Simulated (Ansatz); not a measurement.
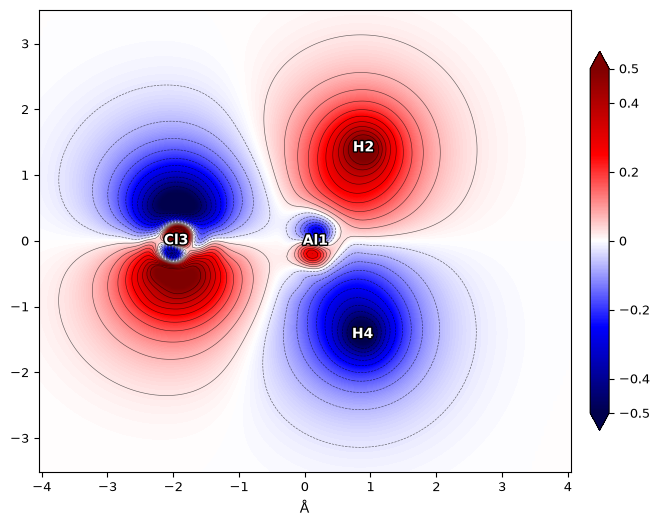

*AlClH₂. The HOMO on the molecular plane (values in Å⁻³ᐟ²; the overall sign is arbitrary).*

All numbers below come from Ansatz, RKS PBE-D4/6-31G*.

Input file:

```
crystal:
  periodic: [false, false, false]
  atoms:
    - { symbol: Al, position_ang: [0.166197, 0.0, 0.251379] }
    - { symbol: H, position_ang: [0.47922, 0.0, 1.773216] }
    - { symbol: Cl, position_ang: [2.324225, 0.0, -0.084886] }
    - { symbol: H, position_ang: [-1.022643, 0.0, -0.815509] }
basis:
  gaussian: { orbitals: "6-31G*" }
hamiltonian:
  xc: pbe
  dispersion: d4
relax:
  f_tol: 0.03
  max_steps: 50
output:
  orbitals: {}
```

Launched as:

```sh
ansatz run input.yaml --threads 1 --pin off --max-ram 2048MiB --backend cpu --events-out ev --progress --plain --runs-dir out
```

The fields are those of the run's last geometry, not of the input's.

Describe this orbital and give its energy.

It lies mainly on Cl3 (about 45 %), Al1 (about 20 %), H2 (about 15 %) and H4 (about 15 %); it is symmetric in the molecular plane (an in-plane orbital: σ, lone-pair or in-plane π type). Its energy is −7.23 eV.
